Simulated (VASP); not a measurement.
Band structure of YN (relaxed from the rock salt structure, space group Fm-3m). These are PBEsol GGA, VASP's PBE PAW potentials (set 64) (plane waves; VASP 6.6.1) values and carry that method's errors.

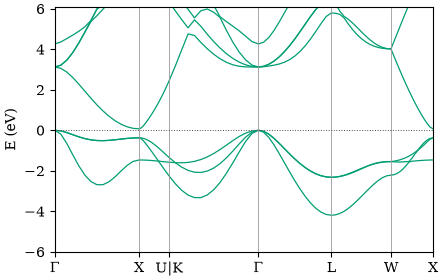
Figure. Bands along high-symmetry lines, zero at the valence-band maximum or, without a gap, the Fermi level

### Question
Read the plot: is there a gap, and where are the band edges?

### Answer
The gap is indirect, 0.07 eV, from the valence maximum at Γ to the conduction minimum at X. (Edges off the drawn lines would not show.)

The structure was generated: YN was put into the rock salt type (Fm-3m), which need not be its known phase. It was relaxed first, which changed the volume by -36 %.
